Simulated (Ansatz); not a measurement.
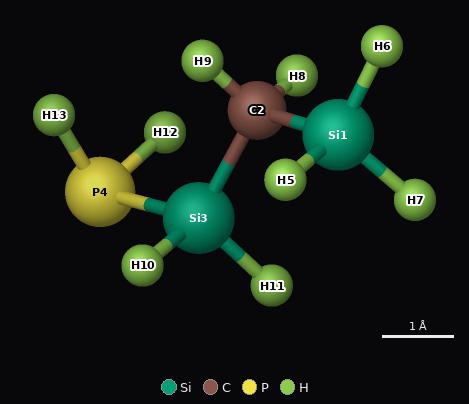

Figure 1. The structure as given in the input (ball-and-stick view, seen at a tilt; atoms are numbered from 1 in the order of the input).

# Two runs on CH₉PSi₂

System: CH₉PSi₂, SMILES [SiH3]C[SiH2]P.
Method of run A: RKS PBE0-D4/def2-TZVPP (Ansatz 0.2.0).

The geometry comes from this level: PBE0-D4/def2-TZVP. Text and figures count atoms from 1; the logs count them from 0 in places.

The input, run A:
```yaml
crystal:
  periodic: [false, false, false]
  atoms:
    - {symbol: Si, position_ang: [-1.462973, 1.402736, -0.751988]}
    - {symbol: C, position_ang: [-0.401704, 0.398512, 0.421470]}
    - {symbol: Si, position_ang: [0.783317, -0.773326, -0.432053]}
    - {symbol: P, position_ang: [2.083929, -2.002087, 0.941914]}
    - {symbol: H, position_ang: [-0.603041, 2.229418, -1.640210]}
    - {symbol: H, position_ang: [-2.376368, 2.308313, -0.003669]}
    - {symbol: H, position_ang: [-2.285458, 0.498950, -1.599638]}
    - {symbol: H, position_ang: [-1.053571, -0.180347, 1.084157]}
    - {symbol: H, position_ang: [0.173650, 1.082196, 1.054487]}
    - {symbol: H, position_ang: [1.698824, -0.004328, -1.318939]}
    - {symbol: H, position_ang: [0.020230, -1.733113, -1.276198]}
    - {symbol: H, position_ang: [1.001518, -2.373463, 1.785524]}
    - {symbol: H, position_ang: [2.442147, -0.888462, 1.749844]}
basis:
  gaussian: {orbitals: def2-TZVPP}
hamiltonian: {xc: pbe0, dispersion: d4}
output: {orbitals: {seedname: orbitals}}
```

Launched with:
```bash
ansatz run in.yaml --threads 4 --pin off --events-out ev --progress --plain --max-ram 10444MiB
```

Hardware: 4 threads of Arm Neoverse V2, 23 GiB of memory available, shared host.

Output (run A):
```
Functional definition: PBE0
  parameter a = 0.25
  parameter kappa = 0.804
  parameter beta = 0.06672455060314922
  exchange = (1 - a)*pbe_x(kappa = kappa, mu = beta*pi^2/3) + a*exact_x
  correlation = pbe_c(beta = beta)
1593 factors; their error is unknown
mean field evaluation 1: about -26211.9992 eV, gradient 4.9e1 eV
mean field evaluation 2: about -26208.0885 eV, gradient 5.8e1 eV
mean field evaluation 4: about -26217.5530 eV, gradient 2.2e0 eV
mean field evaluation 8: about -26217.5983 eV, gradient 4.9e-2 eV
mean field -26217.59829433 eV, -963.4789663901 hartree, gradient 2.1e-5 eV, S^2 0.000000; 0 other end points of the search recorded, 0 dependent functions left out
reference -26217.59833244 eV, -963.4789677906 hartree; 29, 29 occupied and 254, 254 virtual orbitals, 1593 factors
Total energy: -26217.86950199 eV, -963.4889330877 hartree
```

For run B the input was changed thus:
```diff
-  gaussian: {orbitals: def2-TZVPP}
+  gaussian: {orbitals: def2-SVP}
```

Predict how the results change.

The total energy of run B is 230.8 kcal/mol higher, which measures the change of basis and not a stability. The LUMO goes from 0.23 to 0.60 eV. The basis functions go from 283 to 113.

Output (run B):
```
Functional definition: PBE0
  parameter a = 0.25
  parameter kappa = 0.804
  parameter beta = 0.06672455060314922
  exchange = (1 - a)*pbe_x(kappa = kappa, mu = beta*pi^2/3) + a*exact_x
  correlation = pbe_c(beta = beta)
1284 factors; their error is unknown
mean field evaluation 1: about -26203.5039 eV, gradient 4.0e1 eV
mean field evaluation 2: about -26201.2364 eV, gradient 4.7e1 eV
mean field evaluation 4: about -26207.4107 eV, gradient 1.3e0 eV
mean field evaluation 8: about -26207.5881 eV, gradient 1.8e-1 eV
mean field -26207.58813063 eV, -963.1110996596 hartree, gradient 4.2e-5 eV, S^2 0.000000; 0 other end points of the search recorded, 0 dependent functions left out
reference -26207.58816073 eV, -963.1111007656 hartree; 29, 29 occupied and 84, 84 virtual orbitals, 1284 factors
Total energy: -26207.85933028 eV, -963.1210660627 hartree
```

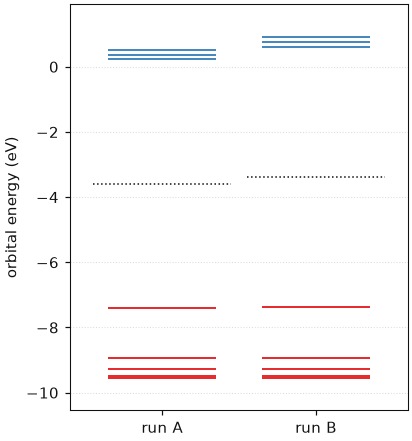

Figure 2. The five highest filled and three lowest empty orbital energies of the two runs; the dotted lines part filled from empty levels. The HOMO–LUMO gap is 7.64 eV in run A and 7.98 eV in run B.

The two runs side by side:

| quantity | run A | run B |
| --- | --- | --- |
| outcome | converged | converged |
| total energy (hartree) | −963.488933 | −963.121066 |
| HOMO (eV) | −7.41 | −7.38 |
| LUMO (eV) | 0.23 | 0.60 |
| basis functions | 283 | 113 |
| wall time (shared host) | 4.7 s | 1.1 s |
